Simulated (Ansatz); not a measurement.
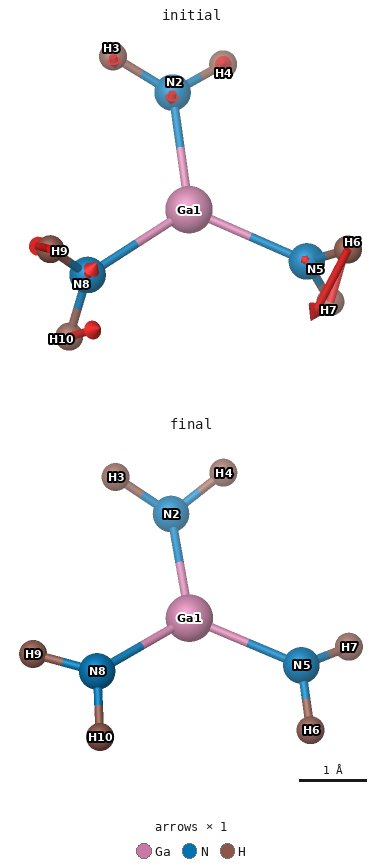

The structure of GaN3H6 before (top) and after (bottom) a relaxation, at one scale. The red arrows give the displacements, at their true length.

The picture is a ball-and-stick view, seen at a tilt.

The run prepares the start of a later molecular dynamics calculation, from a guessed geometry.

Method: RKS r2SCAN-D4/def2-SVP in Ansatz 0.2.0. Set-up: no spin polarisation; force threshold 0.02 eV/Å; at most 40 steps.

Summarise the run.

Answer. H6 moves most after the best rigid fit: 1.33 Å. Largest moves by element: H 1.33 Å, N 0.32 Å, Ga 0.02 Å. Near-neighbour distances that change, for instance: Ga1–N2 1.930 → 1.824 Å, N5–H6 1.060 → 1.015 Å, N2–H3 1.060 → 1.015 Å. Bond angles that change, for instance: H3–N2–H4 120.0° → 109.4°, H9–N8–H10 120.0° → 109.8°. Over 12 geometry steps the energy falls by 130.1 kJ/mol. Largest force component: 2 eV/Å at the start, 0.014 eV/Å at the end. The run took 15 s on 2 threads of AMD EPYC 9B45 (Zen 5), on a shared host, peak memory 0.19 GiB.
